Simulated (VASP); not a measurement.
Band structure of Tm (hcp). Calculation: rev-vdW-DF2, VASP's PBE PAW potentials (set 64) (plane waves; VASP 6.6.1).

The 4f electrons are frozen in the core of the lanthanide potential, so 4f levels, which can set the real gap, and their magnetism are missing.

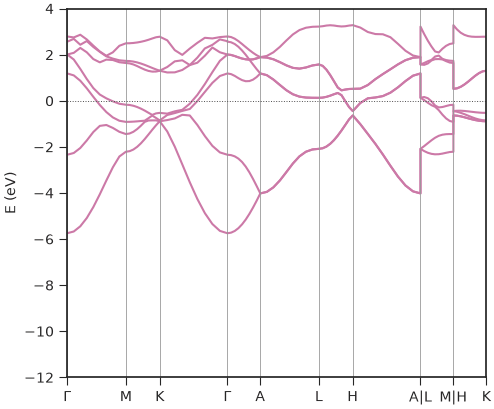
*Bands along high-symmetry lines, zero at the valence-band maximum or, without a gap, the Fermi level*

### Question
Read the plot: is there a gap, and where are the band edges?

### Answer
It has no gap at this level: it comes out as a metal or semimetal. (Edges off the drawn lines would not show.)

The compound is Tm in the hcp structure. It was relaxed first.
